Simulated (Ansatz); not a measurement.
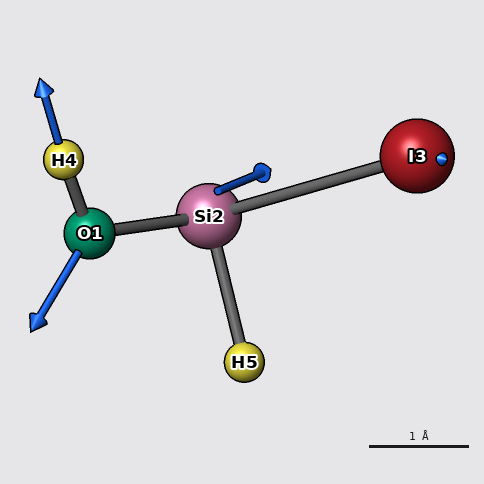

Arrows show the forces on the atoms, 0.6 Å of arrow for 1 eV/Å; forces under a tenth of the largest aren't drawn. Charge −1, singlet. Level of theory: ωB97M-V/def2-TZVPPD (Ansatz 0.2.0).

Question: Along which bond is the force strongest?

Answer: O1–Si2, now 1.648 Å: the forces push its atoms apart, so a first step downhill lengthens it.

List the force components in the frame of the picture (x right, y up, z towards the viewer), in eV/Å.

| atom | Fx | Fy | Fz |
| --- | --- | --- | --- |
| O1 | −0.82 | −1.38 | 0.73 |
| Si2 | 0.92 | 0.38 | −1.41 |
| I3 | 0.15 | −0.02 | 0.19 |
| H4 | −0.33 | 1.12 | 0.47 |
| H5 | 0.08 | −0.10 | 0.01 |
